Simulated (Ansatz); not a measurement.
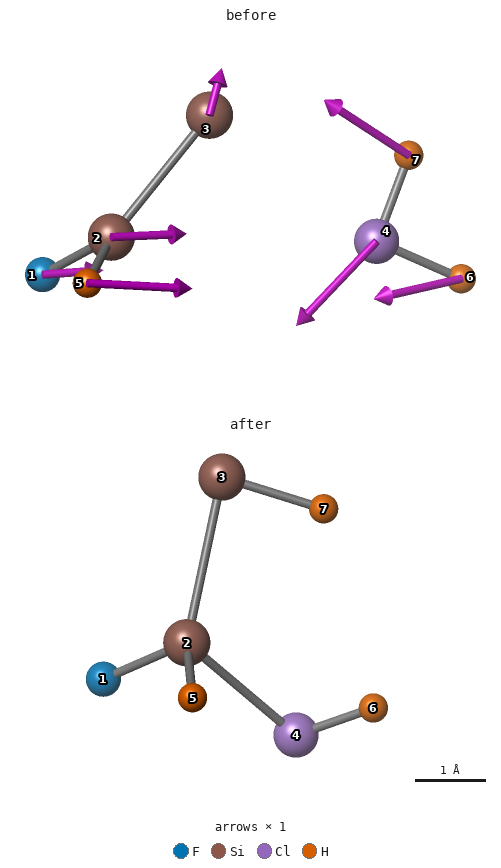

The structure of Si₂H₃ClF (charge +1) before (top) and after (bottom) a relaxation, at one scale. The purple arrows give the displacements, at their true length.

A ball-and-stick model, seen at a tilt.

It is one of the separated reactants of a reaction.

The calculation used RKS PBE0-D4/def2-TZVP (Ansatz 0.2.0). Settings: force threshold 0.005 eV/Å; at most 200 steps.

**What changed between the two?**

After 37 accepted moves (38 points after the start) the energy has fallen by 311.9 kJ/mol. Largest force component: 1 eV/Å at the start, 0.0025 eV/Å at the end. The line search rejected the trial step at point 13 of the run. The largest moves after the best rigid fit, 1.69 Å, are those of Cl4 and H7. Largest moves by element: Cl 1.69 Å, H 1.68 Å, Si 1.19 Å, F 0.90 Å. Near-neighbour distances that change, for instance: Cl4–H7 1.314 → 3.428 Å, Si2–Cl4 4.078 → 2.392 Å, Si3–H7 3.108 → 1.527 Å, Si3–Cl4 3.177 → 4.005 Å. New bonds form, among them: Si2–Cl4 (4.08 → 2.39 Å), Si3–H7 (3.11 → 1.53 Å). Bonds break, among them: Cl4–H7 (1.31 → 3.43 Å). Bond angles that change, for instance: Si3–Si2–H5 129.9° → 122.7°. Cost: 2.3 min on 2 threads of Arm Neoverse V1, with other jobs on the host.

Limits of the set-up: the start holds two separate molecules, 3.1 Å apart at their closest, whose relative position is a soft coordinate.
